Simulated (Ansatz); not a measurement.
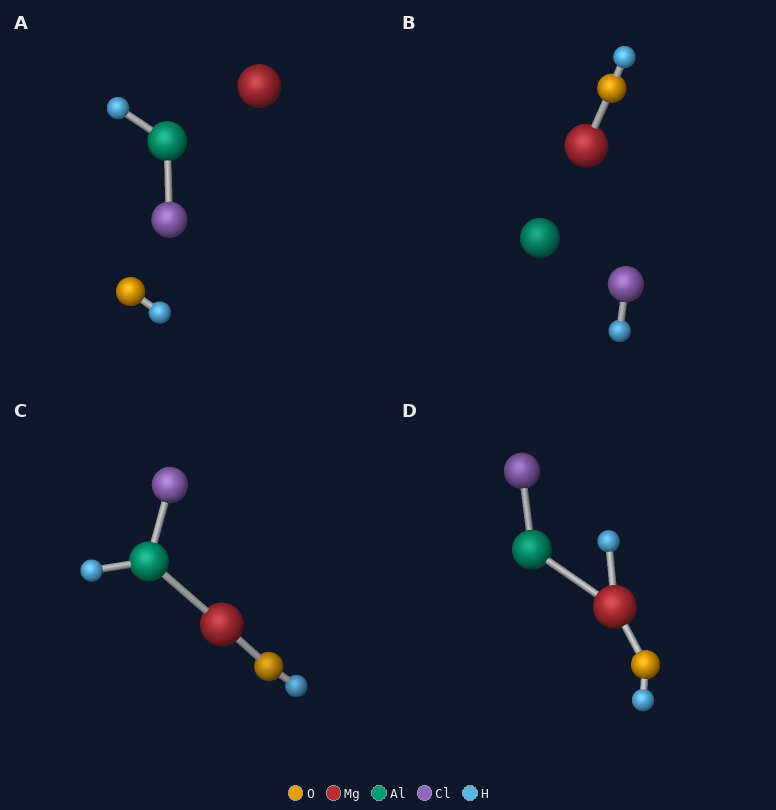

4 stationary structures of one formula. Geometries: PBE0-D4/def2-TZVP. Electronic energies: RHF-CCSD(T) (frozen core)/def2-TZVPP (Ansatz 0.2.0), without zero-point energy. No frequency run is at hand to confirm each as a minimum.

Which structure is the most stable?

C is lowest (Cs); D lies 72.2 kJ/mol above it (Cs), B lies 279.2 kJ/mol above it (Cs), A lies 472.9 kJ/mol above it.
